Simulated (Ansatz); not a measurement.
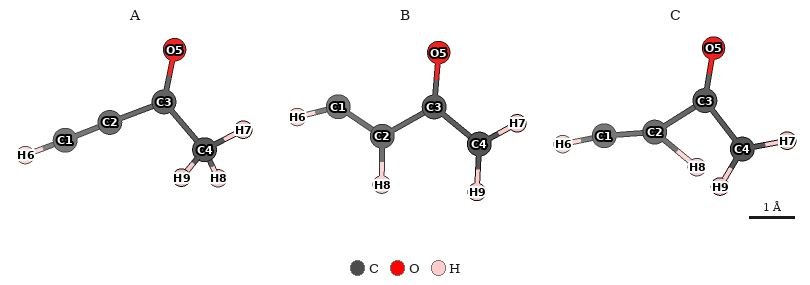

3 geometries from a converged minimum-energy path of C4H4O, shuffled. Style: ball-and-stick. Shown at a tilt.

Theory: UKS PBE0-D4/6-31G* in Ansatz. Set-up: 5 movable images; climbing image; force threshold 0.05 eV/Å; iteration limit 60; starting path through a guess of the saddle point.

Question: One of them is the converged climbing image. Which?

Answer: C. In order along the path, whose images run from 0 to 6: A (image 0, 0.0 kcal/mol), C (image 2, +81.2 kcal/mol), B (image 6, +52.6 kcal/mol). A hydrogen atom shifts from one atom to another. Breaking: C4–H8 (1.10 → 1.75 at the top → 2.67 Å). Forming: C2–H8 (2.78 → 1.26 at the top → 1.10 Å).
